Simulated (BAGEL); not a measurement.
**PF3 (phosphorus trifluoride), step by step**

We compute the energy (HF/cc-pVDZ), then the energy (NEVPT2(2,2)/cc-pVDZ), then the energy (CASPT2(2,2)/cc-pVDZ) of PF3 (phosphorus trifluoride). 

The results are computed with BAGEL 1.2.2.

## 1. The system as given

PF3 has 4 atoms, charge 0, and is taken as a singlet. As SMILES, `FP(F)F`. The P2–F4 distance was set to 2.515 Å, away from the relaxed value. At this shape a bond of the SMILES string is far longer than usual.

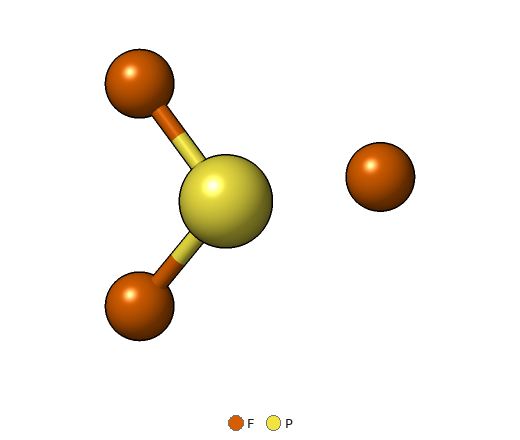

Viewed from a chosen angle; fluorine orange, phosphorus yellow.

## 2. The energy at HF/cc-pVDZ (density fitting with svp-jkfit) (run 1)

The input, job.json:

```json
{ "bagel" : [

{
  "title" : "molecule",
  "basis" : "cc-pvdz.json",
  "df_basis" : "svp-jkfit",
  "angstrom" : "false",
  "geometry" : [
    { "atom" : "F", "xyz" : [     0.64422275,    -2.08163348,     2.92504849 ] },
    { "atom" : "P", "xyz" : [    -1.49475825,    -0.23385928,     2.01382255 ] },
    { "atom" : "F", "xyz" : [    -2.93926490,    -2.14456136,     0.25788903 ] },
    { "atom" : "F", "xyz" : [     0.99210622,     1.97514175,    -1.37950007 ] }
  ]
},

{ "title" : "hf" },

{ "title" : "print", "file" : "orbitals.molden", "orbitals" : "true" }

]}
```

The basis set cc-pVDZ is read from a file made from the Basis Set Exchange's data (not shown).

Command:

```sh
BAGEL_NUM_THREADS=1 BAGEL job.json > job.out
```

The program printed:

```text
* using 1 threads per process

  ===============================================================
  ===============================================================

  *** Geometry ***

  { "atom" : "F", "xyz" : [      0.644223,     -2.081633,      2.925048 ] },
  { "atom" : "P", "xyz" : [     -1.494758,     -0.233859,      2.013823 ] },
  { "atom" : "F", "xyz" : [     -2.939265,     -2.144561,      0.257889 ] },
  { "atom" : "F", "xyz" : [      0.992106,      1.975142,     -1.379500 ] },

  Number of auxiliary basis functions:      359

  Since a DF basis is specified, we compute 2- and 3-index integrals:
    o Being stored without compression. Storage requirement is 0.010 GB

  Number of basis functions:       60
  Number of electrons      :       42

    * METHOD: MOLECULE                             0.10

  *** RHF ***

  === Nuclear Repulsion ===
   164.7946555068

      * DIIS with orbital gradients will be used.

  === RHF iteration (cc-pvdz.json) ===
      0       -638.55942357          0.02750890           0.03
      1       -638.50613256          0.03358535           0.03
      2       -638.97187385          0.00429569           0.03
      3       -638.98085608          0.00176950           0.03
      4       -638.98319667          0.00047873           0.03
      5       -638.98350650          0.00014605           0.03
      6       -638.98354344          0.00005951           0.03
      7       -638.98354960          0.00002054           0.03
      8       -638.98355042          0.00001032           0.03
      9       -638.98355061          0.00000562           0.03
     10       -638.98355069          0.00000183           0.03
     11       -638.98355070          0.00000063           0.03
     12       -638.98355070          0.00000029           0.03
     13       -638.98355070          0.00000012           0.03
     14       -638.98355070          0.00000004           0.03
     15       -638.98355070          0.00000001           0.03
     16       -638.98355070          0.00000000           0.03
    * SCF iteration converged.

    * Permanent dipole moment:
           (    1.408096,     0.707643,    -1.908773) a.u.

    * METHOD: HF                                   0.53

    * METHOD: PRINT                                0.01

  ===============================================================
```

Run time: 0.77 s. Hardware: 1 thread of Arm Neoverse V1, shared host; peak memory 0.14 GiB.

## 3. A single-point energy at NEVPT2(2,2)/cc-pVDZ (density fitting with svp-jkfit) (run 2)

The input, input.json:

```json
{ "bagel": [

{
  "title": "molecule",
  "basis": "cc-pvdz.json",
  "df_basis": "svp-jkfit",
  "angstrom": false,
  "geometry": [
    { "atom": "F", "xyz": [  0.64422275, -2.08163348,  2.92504849 ] },
    { "atom": "P", "xyz": [ -1.49475825, -0.23385928,  2.01382255 ] },
    { "atom": "F", "xyz": [ -2.93926490, -2.14456136,  0.25788903 ] },
    { "atom": "F", "xyz": [  0.99210622,  1.97514175, -1.37950007 ] }
  ]
},
{ "title": "hf", "charge": 0 },
{
  "title": "nevpt2",
  "nstate": 1,
  "nact": 2,
  "nclosed": 20,
  "charge": 0,
  "active": [21, 22],
  "maxiter": 200,
  "natocc": true,
  "ncore": 8
},
{ "title": "print", "file": "orbitals.molden", "orbitals": true }

]}
```

The basis set cc-pVDZ is read from a file made from the Basis Set Exchange's data (not shown).

Command:

```sh
BAGEL_NUM_THREADS=1 BAGEL input.json > input.out
```

The program printed:

```text
* using 1 threads per process

  ===============================================================
  ===============================================================

  *** Geometry ***

  { "atom" : "F", "xyz" : [      0.644223,     -2.081633,      2.925048 ] },
  { "atom" : "P", "xyz" : [     -1.494758,     -0.233859,      2.013823 ] },
  { "atom" : "F", "xyz" : [     -2.939265,     -2.144561,      0.257889 ] },
  { "atom" : "F", "xyz" : [      0.992106,      1.975142,     -1.379500 ] },

  Number of auxiliary basis functions:      359

  Since a DF basis is specified, we compute 2- and 3-index integrals:
    o Being stored without compression. Storage requirement is 0.010 GB

  Number of basis functions:       60
  Number of electrons      :       42

    * METHOD: MOLECULE                             0.10

  *** RHF ***

  === Nuclear Repulsion ===
   164.7946555068

      * DIIS with orbital gradients will be used.

  === RHF iteration (cc-pvdz.json) ===
      0       -638.55942357          0.02750890           0.03
      1       -638.50613256          0.03358535           0.03
      2       -638.97187385          0.00429569           0.03
      3       -638.98085608          0.00176950           0.03
      4       -638.98319667          0.00047873           0.03
      5       -638.98350650          0.00014605           0.03
[... 9 lines of this table left out ...]
     15       -638.98355070          0.00000001           0.02
     16       -638.98355070          0.00000000           0.02
    * SCF iteration converged.

    * Permanent dipole moment:
           (    1.408096,     0.707643,    -1.908773) a.u.

    * METHOD: HF                                   0.52

    * freezing 8 orbitals
  ---------------------------
      CASSCF calculation
  ---------------------------

    ==== Active orbitals : =====
         Orbital 21
         Orbital 22
    ============================

    * nstate   :      1
    * nclosed  :     20
    * nact     :      2
    * nvirt    :     38
  === CASSCF iteration (cc-pvdz.json) ===

    * Using the second-order algorithm

      0  0      -639.00588428     1.07e-02      0.01

      1  0      -639.03053299     4.43e-03      0.15

      2  0      -639.03748166     2.86e-03      0.15

[... 39 lines of this table left out ...]

     23  0      -639.04014823     7.05e-09      0.12

    * Second-order optimization converged. *

     guess   0:   closed 1.                   open ..

  === FCI iteration ===

      0  0      -638.96005619     1.12e-01      0.00
      1  0      -639.02454970     3.74e-02      0.00
      2  0 *    -639.04014823     6.84e-16      0.00

     * ci vector, state   0, <S^2> = 0.0000
       2.     0.9361367835
       .2    -0.3516360656

  === DF-NEVPT2 calculation ===

    * 3-index integral transformation done
    * assembly done

      NEVPT2 correlation energy:   -0.6358215241      0.07

          (+0)     -0.5158857542
          (+0)'    -0.0336786698
          (+1)     -0.0307592293
          (+1)'    -0.0000000000
          (+2)     -0.0013265691
          (-1)     -0.0520052411
          (-1)'     0.0000000000
          (-2)     -0.0021660607

      NEVPT2 total energy:       -639.6759697549

    * METHOD: NEVPT2                               3.76

    * METHOD: PRINT                                0.01

  ===============================================================
```

It took 4.5 s on 1 thread of Arm Neoverse V1, shared host; peak memory 0.14 GiB.

## 4. The energy at CASPT2(2,2)/cc-pVDZ (density fitting with svp-jkfit) (run 3)

The input, input.json:

```json
{ "bagel" : [

{
  "title" : "molecule",
  "basis" : "cc-pvdz.json",
  "df_basis" : "svp-jkfit",
  "angstrom" : false,
  "geometry" : [
    { "atom" : "F", "xyz" : [  0.64422275, -2.08163348,  2.92504849 ] },
    { "atom" : "P", "xyz" : [ -1.49475825, -0.23385928,  2.01382255 ] },
    { "atom" : "F", "xyz" : [ -2.93926490, -2.14456136,  0.25788903 ] },
    { "atom" : "F", "xyz" : [  0.99210622,  1.97514175, -1.37950007 ] }
  ]
},
{
  "title" : "hf"
},
{
  "title" : "casscf",
  "nstate" : 1,
  "nact" : 2,
  "nclosed" : 20,
  "active" : [21, 22],
  "maxiter" : 200,
  "natocc" : true
},
{
  "title" : "print",
  "file" : "orbitals.molden",
  "orbitals" : true
},
{
  "title" : "smith",
  "method" : "caspt2",
  "ms" : true,
  "xms" : true,
  "sssr" : true,
  "shift" : 0.2,
  "shift_imag" : true,
  "ncore" : 8
}

]}
```

The basis set cc-pVDZ is read from a file made from the Basis Set Exchange's data (not shown).

Command:

```sh
BAGEL_NUM_THREADS=1 BAGEL input.json > input.out
```

The program printed:

```text
* using 1 threads per process

  ===============================================================
  ===============================================================

  *** Geometry ***

  { "atom" : "F", "xyz" : [      0.644223,     -2.081633,      2.925048 ] },
  { "atom" : "P", "xyz" : [     -1.494758,     -0.233859,      2.013823 ] },
  { "atom" : "F", "xyz" : [     -2.939265,     -2.144561,      0.257889 ] },
  { "atom" : "F", "xyz" : [      0.992106,      1.975142,     -1.379500 ] },

  Number of auxiliary basis functions:      359

  Since a DF basis is specified, we compute 2- and 3-index integrals:
    o Being stored without compression. Storage requirement is 0.010 GB

  Number of basis functions:       60
  Number of electrons      :       42

    * METHOD: MOLECULE                             0.10

  *** RHF ***

  === Nuclear Repulsion ===
   164.7946555068

      * DIIS with orbital gradients will be used.

[... 6 lines left out ...]
    * SCF iteration converged.
[... 1 line left out ...]
    * Permanent dipole moment:
[... 27 lines left out ...]
    * Second-order optimization converged. *
[... 9 lines left out ...]
     * ci vector, state   0, <S^2> = 0.0000
[... 16 lines left out ...]
    * Zeroth order energy : state  0       -0.7488700725
[... 3 lines left out ...]
      -------------------------------------------  CASPT2 iteration  ---------------------------------------------------
       #      aibj      arbs      arbi      airj      risj      airs      arst      rist         Etot      error   time
      ------------------------------------------------------------------------------------------------------------------

       0  -0.51532  -0.00249  -0.05304  -0.03297  -0.00202  -0.03240  -0.00000   0.00000   -0.6382444  0.0019007   0.04
       1  -0.51545  -0.00251  -0.05319  -0.03320  -0.00214  -0.03279  -0.00000  -0.00000   -0.6392818  0.0003131   0.03
       2  -0.51545  -0.00251  -0.05318  -0.03322  -0.00214  -0.03281  -0.00000  -0.00001   -0.6393175  0.0000711   0.04
       3  -0.51545  -0.00251  -0.05318  -0.03321  -0.00215  -0.03282  -0.00000  -0.00000   -0.6393191  0.0000146   0.04
       4  -0.51545  -0.00251  -0.05318  -0.03321  -0.00215  -0.03282   0.00000  -0.00000   -0.6393192  0.0000021   0.04
       5  -0.51545  -0.00251  -0.05318  -0.03321  -0.00215  -0.03282  -0.00000  -0.00000   -0.6393192  0.0000004   0.04

      ------------------------------------------------------------------------------------------------------------------

    * CASPT2 energy : state  0     -639.6814163033
        w/o shift correction       -639.6794674477
        reference weight              0.8680056959

    * METHOD: SMITH                                0.32

  ===============================================================
```

It took 4.8 s on 1 thread of Arm Neoverse V1, shared host; peak memory 0.14 GiB.

## 5. Outcome

| quantity | value |
| --- | --- |
| run 1, HF/cc-pVDZ: total energy | -638.98355 Eh |
| run 1, HF/cc-pVDZ: dipole moment | 6.29 D |
| run 1, HF/cc-pVDZ: HOMO energy | -11.76 eV |
| run 1, HF/cc-pVDZ: LUMO energy | -0.68 eV |
| run 1, HF/cc-pVDZ: HOMO–LUMO gap | 11.08 eV |
| run 2, NEVPT2(2,2)/cc-pVDZ: total energy | -639.67597 Eh |
| run 3, CASPT2(2,2)/cc-pVDZ: total energy | -639.68142 Eh |
